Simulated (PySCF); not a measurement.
## Run report: C5H13PSi, NMR shielding calculation

C5H13PSi, SMILES C[SiH]1CCPCC1, computed with GIAO wB97X-D/cc-pVDZ NMR shielding, non-relativistic, gas phase (PySCF 2.14.0).

Some settings of this run were made unusual or wrong on purpose. The geometry comes from this level: GFN2-xTB. Figures and captions count atoms from 1; the log counts them from 0 in places.

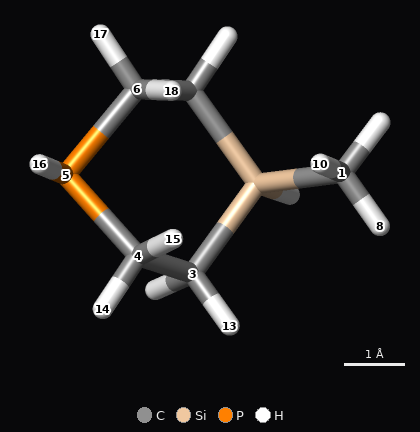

**Figure 1.** The structure (stick view, seen at a tilt; atoms are numbered from 1 in the order of the input). Bond lengths as drawn: C–C 1.53 Å, C–H 1.09 to 1.10 Å, C–P 1.86 Å, C–Si 1.90 to 1.91 Å, H–P 1.41 Å and H–Si 1.47 Å.

The input
```
{"job": {"kind": "nmr", "xc": "wB97X-D", "basis": "cc-pVDZ", "pop": true, "grid": 0, "scf": {"max_cycle": 78}}, "charge": 0, "multiplicity": 1}
C     -2.317253     0.247397     0.253168
Si    -0.960138    -0.112852    -1.033405
C      0.254911     1.356740    -1.121318
C      1.205308     1.387869     0.073309
P      2.290535    -0.123519     0.095179
C      1.006954    -1.363665     0.622267
C      0.035405    -1.658218    -0.518326
H     -2.875977     1.140273    -0.011042
H     -3.024611    -0.574082     0.312182
H     -1.908518     0.399361     1.248430
H     -1.556895    -0.334628    -2.360704
H      0.847137     1.285666    -2.035591
H     -0.288328     2.302273    -1.175378
H      1.869414     2.256175     0.010928
H      0.649224     1.455771     1.013030
H      2.783299     0.101660     1.393473
H      1.541399    -2.273956     0.913700
H      0.473995    -0.989756     1.501442
H     -0.635607    -2.466047    -0.219885
H      0.604599    -2.025783    -1.374192
```

The first line tells a small driver script what to run in PySCF; the rest is the geometry in Å.

Machine: 1 CPU thread, shared host.

Launch command:
```bash
OMP_NUM_THREADS=1 python <driver script> task.json out
```

Output
```
final grid: 16744 points
cycle   1  E = -829.0925441514  dE =  8.007e-01  |g| = 3.242e-01  |ddm| = 7.613e+00
cycle   2  E = -829.1116742957  dE = -1.913e-02  |g| = 2.220e-01  |ddm| = 1.150e+00
cycle   3  E = -829.1243333729  dE = -1.266e-02  |g| = 3.623e-02  |ddm| = 4.227e-01
cycle   4  E = -829.1247110040  dE = -3.776e-04  |g| = 1.387e-02  |ddm| = 9.605e-02
cycle   5  E = -829.1247664232  dE = -5.542e-05  |g| = 2.458e-03  |ddm| = 2.979e-02
cycle   6  E = -829.1247684807  dE = -2.057e-06  |g| = 6.158e-04  |ddm| = 7.427e-03
cycle   7  E = -829.1247686477  dE = -1.670e-07  |g| = 1.705e-04  |ddm| = 2.300e-03
cycle   8  E = -829.1247686626  dE = -1.498e-08  |g| = 3.583e-05  |ddm| = 7.409e-04
cycle   9  E = -829.1247686634  dE = -7.358e-10  |g| = 1.084e-05  |ddm| = 1.589e-04
converged SCF energy = -829.1247686634

GIAO shielding tensors (ppm)
atom      isotropic    diamagn.    paramagn.     s11        s22        s33       span
  0 C      205.733     245.083     -39.350    195.453    207.308    214.438     18.985
  1 Si     442.618     885.603    -442.985    418.175    447.095    462.584     44.409
  2 C      187.507     244.622     -57.115    176.391    189.409    196.721     20.330
  3 C      178.308     245.871     -67.563    170.760    180.022    184.144     13.384
  4 P      485.559     968.289    -482.729    468.724    474.436    513.519     44.795
  5 C      178.016     245.723     -67.708    170.256    179.700    184.091     13.835
  6 C      187.631     244.578     -56.947    176.446    189.621    196.825     20.379
  7 H       31.877      29.304       2.574     27.114     28.918     39.599     12.485
  8 H       31.908      29.346       2.562     27.166     28.874     39.683     12.517
  9 H       31.318      32.284      -0.966     26.683     30.772     36.501      9.818
 10 H       27.610      30.504      -2.894     24.125     25.191     33.514      9.389
 11 H       30.827      30.155       0.671     26.893     28.872     36.716      9.823
 12 H       30.761      30.183       0.578     26.414     28.064     37.804     11.390
 13 H       29.965      29.174       0.790     24.468     27.911     37.515     13.047
 14 H       29.852      33.584      -3.733     26.234     28.858     34.463      8.229
 15 H       28.653      30.639      -1.986     24.425     26.220     35.313     10.888
 16 H       29.922      29.171       0.750     24.427     27.875     37.463     13.036
 17 H       29.858      33.626      -3.767     26.235     28.858     34.482      8.246
 18 H       30.742      30.223       0.519     26.383     28.056     37.787     11.405
 19 H       30.849      30.204       0.645     26.907     28.885     36.756      9.849
```

What the run reported

| quantity | value |
| --- | --- |
| outcome | converged |
| total energy | −829.124769 hartree |
| HOMO | −8.57 eV |
| LUMO | 2.73 eV |
| dipole moment | 1.45 D |
| isotropic shielding, C | 178.0 to 205.7 ppm |
| isotropic shielding, Si | 442.6 ppm |
| isotropic shielding, P | 485.6 ppm |
| isotropic shielding, H | 27.6 to 31.9 ppm |
| wall time | 25 s |
| peak memory | 0.86 GiB |

Diagnosis

Some settings of this run were drawn to be unusual or wrong; see grid = 0. It converged; results that depend on the unusual settings are not reference values.
